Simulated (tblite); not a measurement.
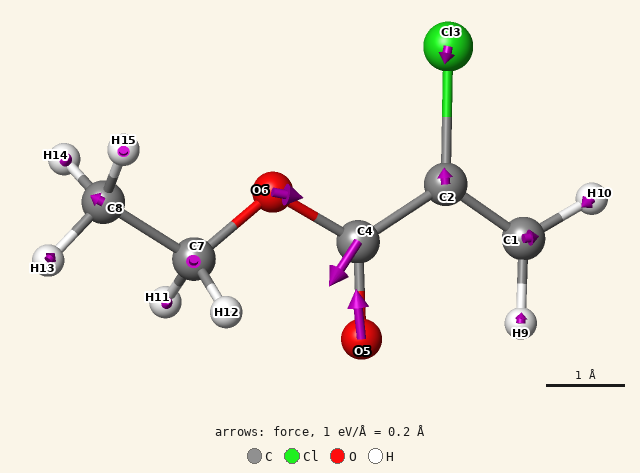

Starting geometry of C$_{5}$H$_{7}$ClO$_{2}$ with the computed forces as purple arrows. A ball-and-stick model, seen at a tilt.

These are results of GFN2-xTB geometry optimisation, gas phase (tblite 0.8.0), not measurements. 

**What follows when this structure is relaxed?**

It isn't relaxed: the largest force vector, on C4, is 3.57 eV/Å. The final displacements have little in common with the starting forces (cosine between the two patterns 0.17). The largest move after the best rigid fit is that of Cl3, 0.48 Å. Largest moves by element: Cl 0.48 Å, H 0.31 Å, C 0.23 Å, O 0.20 Å. Near-neighbour distances that change, for instance: C4–O6 1.388 → 1.326 Å, C2–Cl3 1.781 → 1.721 Å, C4–O5 1.260 → 1.206 Å, C1–H10 1.106 → 1.075 Å. Among the angles between lasting bonds that change: C2–C4–O6 121.9° → 112.6°, Cl3–C2–C4 121.5° → 116.1°, O6–C7–C8 113.3° → 108.3°. The energy falls by 10.5 kcal/mol in 45 geometry steps.
